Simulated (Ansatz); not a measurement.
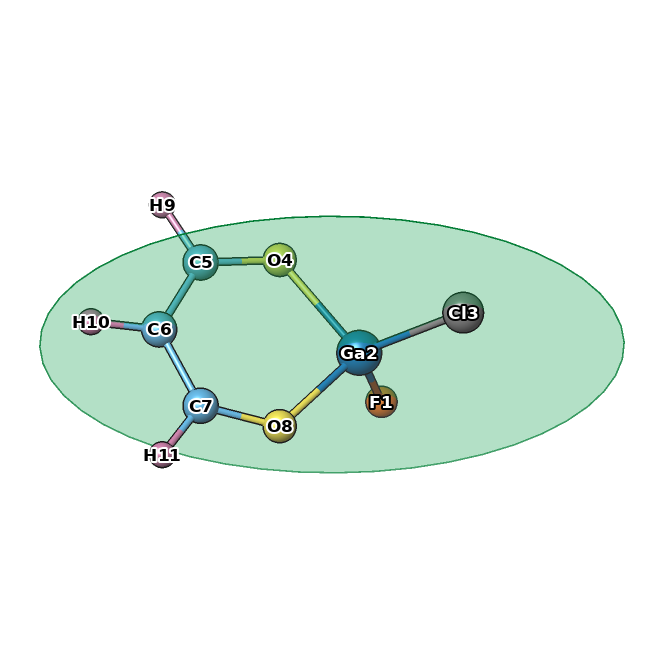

A disc through the centre of mass is drawn in. Depth is shown by fading: the farther an atom, the more it takes the colour of the background. The computed structure is the end point of a PBE0-D4/def2-TZVP optimisation.

> Is the plane of the disc a mirror plane of the structure?

Yes. The reflection leaves F1, Ga2, Cl3, C6, H10 in place and moves O4 ↔ O8; C5 ↔ C7; H9 ↔ H11. The point group is Cs.
